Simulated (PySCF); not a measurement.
**CaBr (doublet): density, localisation and related maps**

```tsv
atom	x (Å)	y (Å)	z (Å)
Ca	0.0000	0.0000	-1.7207
Br	0.0000	0.0000	0.8713
```

Computed with PBE0/def2-SVP, non-relativistic Hamiltonian with scalar-relativistic core potentials where named, at a bond length of 2.592 Å (PySCF).

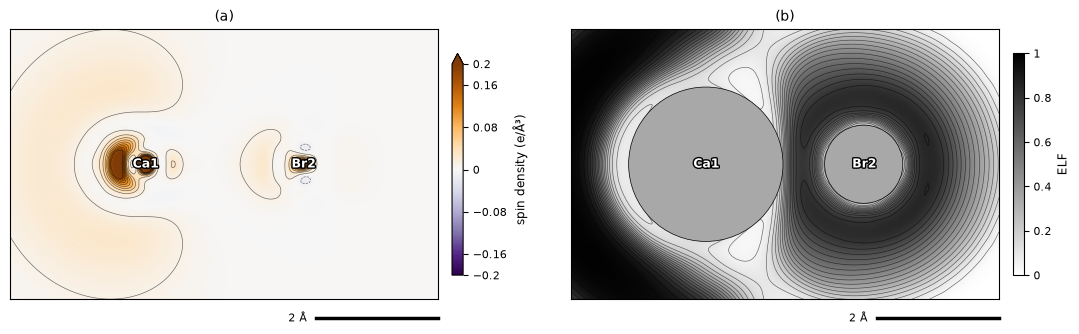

Figure 1. (a) spin density; (b) electron localisation function on a plane that holds the molecular axis. Grey discs cover the atomic cores in the ELF map.

> Read the bonding off the picture.

The plane passes through Ca and Br nuclei.
Ca–Br (2.59 Å): the ELF peaks at about 0.80 in the valence shell of Br, 1.0 Å from its nucleus, and is about 0.35 at the midpoint; a largely ionic contact.
The unpaired spin (1 electron) lies mostly on Ca1 (about 1.0), in electrons by Hirshfeld's partition.

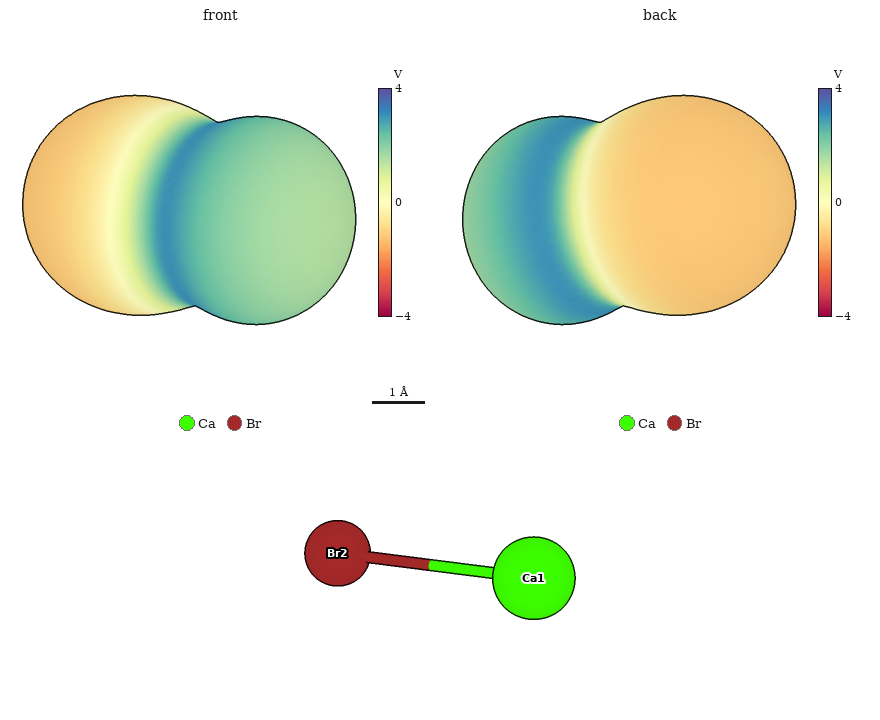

Figure 2. The electrostatic potential painted on the density surface at 0.002 e/bohr³, seen from the front and from behind; the colour scale runs from red (negative) to blue (positive). The bare structure is drawn below in the same view.

> Describe the electrostatic potential map.

The most negative region (about −1.2 V, or −28 kcal/mol for a unit charge) lies over Br2, the most positive (about +3.0 V, or +69 kcal/mol for a unit charge) over Ca1.
